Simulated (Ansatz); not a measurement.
**SO3 (sulfur trioxide) at 6 levels**

Aim: a comparison of 6 runs (UHF/STO-3G, BHLYP/STO-3G, PBE0/STO-3G, SVWN5/STO-3G, wB97M-V/STO-3G, CCSDT(Q)/STO-3G) of SO3 (sulfur trioxide). 

The calculation is run with Ansatz 0.2.0.

48 further runs of the same task are left out: 12 that didn't finish, 36 set aside as unsound or not needed.

### 1 The molecule

SO3: 4 atoms, total charge 0, spin state singlet. As SMILES, `O=S(=O)=O`. The S2–O1 distance was set to 1.772 Å, away from the relaxed value.

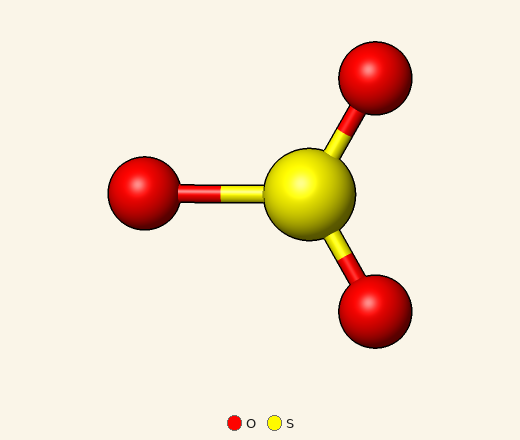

The structure, seen from a chosen angle (oxygen red, sulfur yellow).

### 2 The energy at UHF/STO-3G (run 1)

input.yaml reads:

```yaml
basis:
  gaussian:
    orbitals: STO-3G
crystal:
  periodic: [false, false, false]
  atoms:
    - {symbol: O, position_ang: [-1.400301, -0.854663, 0.670345]}
    - {symbol: S, position_ang: [0.000050, -0.000150, -0.000380]}
    - {symbol: O, position_ang: [1.307630, -0.327510, 0.440320]}
    - {symbol: O, position_ang: [-0.187450, 1.011420, -0.976150]}
accuracy: high
hamiltonian:
  xc: hf
magnetization:
  spin_polarized: true
```

Started as:

```
$ ansatz run input.yaml --threads 1 --pin off --max-ram 2610MiB --events-out events.jsonl --progress --plain --runs-dir runs
```

Log:

```text
Warning: RAYON_NUM_THREADS=1 ignored (pool sized by the plan → 1); use --threads N
Functional definition: HF
  name "HF"
  exchange = exact_x
  correlation = 0
460 factors; integrals over basis functions are off by at most 3.5e-8 eV
mean field evaluation 1: about -16703.6025 eV, gradient 3.7e1 eV
mean field evaluation 2: about -16703.7050 eV, gradient 3.8e1 eV
mean field evaluation 4: about -16713.8922 eV, gradient 1.1e1 eV
mean field evaluation 8: about -16715.1765 eV, gradient 2.5e-1 eV
mean field evaluation 16: about -16715.2590 eV, gradient 5.5e-1 eV
mean field evaluation 32: about -16715.4976 eV, gradient 1.7e0 eV
mean field evaluation 64: about -16716.0130 eV, gradient 1.3e-3 eV
mean field evaluation 96: about -16716.4443 eV, gradient 2.5e0 eV
mean field evaluation 128: about -16713.2993 eV, gradient 7.6e0 eV
mean field evaluation 160: about -16710.7102 eV, gradient 1.2e1 eV
mean field evaluation 192: about -16714.5787 eV, gradient 5.4e0 eV
mean field evaluation 224: about -16715.3121 eV, gradient 3.6e-1 eV
mean field evaluation 256: about -16712.5634 eV, gradient 9.8e0 eV
mean field evaluation 288: about -16705.3051 eV, gradient 1.8e1 eV
mean field evaluation 320: about -16715.1785 eV, gradient 2.3e-4 eV
mean field evaluation 352: about -16691.0350 eV, gradient 3.3e1 eV
mean field -16716.84726980 eV, -614.3328060791 hartree, gradient 6.3e-8 eV, S^2 1.225574; 9 other end points of the search recorded, 0 dependent functions left out
reference -16716.84726980 eV, -614.3328060791 hartree; 20, 20 occupied and 4, 4 virtual orbitals, 460 factors
Total energy: -16716.84726980 eV, -614.3328060791 hartree
```

It took 3 s on 1 thread of Arm Neoverse V1, shared host.

### 3 The energy at BHLYP/STO-3G (run 2)

job.yaml reads:

```yaml
crystal:
  periodic: [false, false, false]
  atoms:
    - {symbol: O, position_ang: [-1.400301, -0.854663, 0.670345]}
    - {symbol: S, position_ang: [0.000050, -0.000150, -0.000380]}
    - {symbol: O, position_ang: [1.307630, -0.327510, 0.440320]}
    - {symbol: O, position_ang: [-0.187450, 1.011420, -0.976150]}
basis:
  gaussian: {orbitals: STO-3G}
hamiltonian: {xc: {name: BHLYP}}
accuracy: high
```

Started as:

```
$ ansatz run job.yaml --threads 1 --pin off --max-ram 2610MiB --events-out events.jsonl --progress --plain --runs-dir runs
```

Log:

```text
Warning: RAYON_NUM_THREADS=1 ignored (pool sized by the plan → 1); use --threads N
Functional definition: BHLYP
  name "BHLYP"
  parameter a = 0.5
  exchange = (1 - a)*b88_x + a*exact_x
  correlation = lyp_c
460 factors; integrals over basis functions are off by at most 3.5e-8 eV
mean field evaluation 1: about -16744.9301 eV, gradient 5.8e1 eV
mean field evaluation 2: about -16719.6739 eV, gradient 9.6e1 eV
mean field evaluation 4: about -16757.2247 eV, gradient 3.5e0 eV
mean field evaluation 8: about -16757.4769 eV, gradient 2.7e-1 eV
mean field evaluation 16: about -16757.4772 eV, gradient 1.1e-5 eV
mean field -16757.47720110 eV, -615.8259285143 hartree, gradient 4.0e-8 eV, S^2 0.000000; 0 other end points of the search recorded, 0 dependent functions left out
reference -16757.47721396 eV, -615.8259289869 hartree; 20, 20 occupied and 4, 4 virtual orbitals, 460 factors
Total energy: -16757.47721396 eV, -615.8259289869 hartree
```

It took 1.4 s on 1 thread of Arm Neoverse V1, shared host; peak memory 0.097 GiB.

Runs 3 to 4 aren't shown in full; the table further down has their settings and results.

### 4 A single-point energy at wB97M-V/STO-3G (run 5)

Changes to input.yaml since step 2:

```diff
@@ -1,4 +1 @@
-basis:
-  gaussian:
-    orbitals: STO-3G
 crystal:
@@ -10,6 +7,5 @@
     - {symbol: O, position_ang: [-0.187450, 1.011420, -0.976150]}
+basis:
+  gaussian: {orbitals: STO-3G}
+hamiltonian: {xc: {name: wB97M-V}}
 accuracy: high
-hamiltonian:
-  xc: hf
-magnetization:
-  spin_polarized: true
```

Started as:

```
$ ansatz run input.yaml --threads 1 --pin off --max-ram 2610MiB --events-out events.jsonl --progress --plain --runs-dir runs
```

Log, shortened:

```text
Warning: RAYON_NUM_THREADS=1 ignored (pool sized by the plan → 1); use --threads N
Functional definition: wB97M-V
  name "wB97M-V"
[...]
  gx(w, u) = 1 - cx + cx01*u + cx10*w
  gss(w, u) = css00 + css04*u^4 + css10*w + css20*w^2 + css43*w^4*u^3
  gos(w, u) = cos00 + cos10*w + (cos20 + cos21*u)*w^2 + (cos60 + cos61*u)*w^6
[...]
      + integral(e_c_pw_mod_opposite_spin*gos(b97_w_opposite, b97_u_opposite)) + vv10(b, c)
460 factors; integrals over basis functions are off by at most 3.5e-8 eV
148 factors; integrals over basis functions are off by at most 6.1e-10 eV
[...]
mean field -16761.57796124 eV, -615.9766286700 hartree, gradient 1.2e-8 eV, S^2 0.000000; 0 other end points of the search recorded, 0 dependent functions left out
reference -16761.57796236 eV, -615.9766287110 hartree; 20, 20 occupied and 4, 4 virtual orbitals, 460 factors
Total energy: -16761.57796236 eV, -615.9766287110 hartree
```

Wall time 22 s (1 thread of Arm Neoverse V1, shared host); peak memory 0.28 GiB.

### 5 A single-point energy at CCSDT(Q)/STO-3G (run 6)

input.yaml reads:

```yaml
crystal:
  periodic: [false, false, false]
  atoms:
    - symbol: O
      position_ang: [-1.400301, -0.854663, 0.670345]
    - symbol: S
      position_ang: [0.000050, -0.000150, -0.000380]
    - symbol: O
      position_ang: [1.307630, -0.327510, 0.440320]
    - symbol: O
      position_ang: [-0.187450, 1.011420, -0.976150]
basis:
  gaussian:
    orbitals: STO-3G
correlation:
  method: ccsdt_q
  frozen_orbitals: {O: 1, S: 5}
accuracy: high
scf:
  omitted_lower_state_checks: [cluster_reference, increment]
```

Started as:

```
$ ansatz run input.yaml --threads 1 --pin off --max-ram 2610MiB --events-out events.jsonl --progress --plain --runs-dir runs
```

Log, shortened:

```text
Warning: RAYON_NUM_THREADS=1 ignored (pool sized by the plan → 1); use --threads N
[... 2 set-up lines as earlier in the session ...]
[...]
460 factors; integrals over basis functions are off by at most 3.5e-8 eV
[...]
mean field -16715.17845428 eV, -614.2714782399 hartree, gradient 2.9e-8 eV, S^2 0.000000; 2 other end points of the search recorded, 0 dependent functions left out; unrestricted orbitals would lower it
8 core orbitals not correlated: weight in the atoms' cores, before any rotation towards them, 1.000 or more for the frozen orbitals, at most 0.000 for the correlated occupied ones
reference -16715.17845428 eV, -614.2714782399 hartree; 12, 12 occupied and 4, 4 virtual orbitals, 460 factors
second order -5.79734120 eV of doubles, -0.00000000 eV of singles
cycle   1  -5.37343826 eV  change   -2.4e-1 eV  update   1.5e-1
[...]
cycle  42  -7.02364543 eV  change    1.3e-9 eV  update  9.8e-10
perturbative correction -0.10911051 eV, -0.0040097374 hartree
WARN: these amplitudes may be one of several solutions (largest doubles amplitude 0.23, level shift 2.66 eV)
Total energy: -16722.31121022 eV, -614.5336021861 hartree
Checks for a lower state left out: cluster_reference, increment
```

Run time: 1 s. Hardware: 1 thread of Arm Neoverse V1, shared host.

### 6 All runs side by side

```tsv
run	level	frozen core orbitals	energy (Eh)	wall time
1	UHF/STO-3G	–	-614.332806	3 s
2	BHLYP/STO-3G	–	-615.825929	1.4 s
3	PBE0/STO-3G	–	-615.612180	1.4 s
4	SVWN5/STO-3G	–	-612.964837	0.95 s
5	wB97M-V/STO-3G	–	-615.976629	22 s
6	CCSDT(Q)/STO-3G	8	-614.533602	1 s
```

### 7 Results

| quantity | value |
| --- | --- |
| run 6: total energy | -614.53360 Eh |
| run 6: correlation energy (8 core orbitals frozen) | -262.1 mEh |
| run 6: T1 diagnostic | 0.053 |

In words: Totals of different functionals can't be ranked against each other. In run 6 the log says that unrestricted orbitals would lower the reference, so the values rest on an unstable closed-shell determinant (other closed-shell runs at this shape may share the fault). In runs 1, 2, 3, 4, 5, 6 the basis is minimal, so the values are rough. Spin contamination of the reference: run 1 ⟨S²⟩ = 1.23. Where it is this large, the reference is a mixture of spin states, and values that rest on it are in doubt. All runs together took 30 s, the longest 22 s.
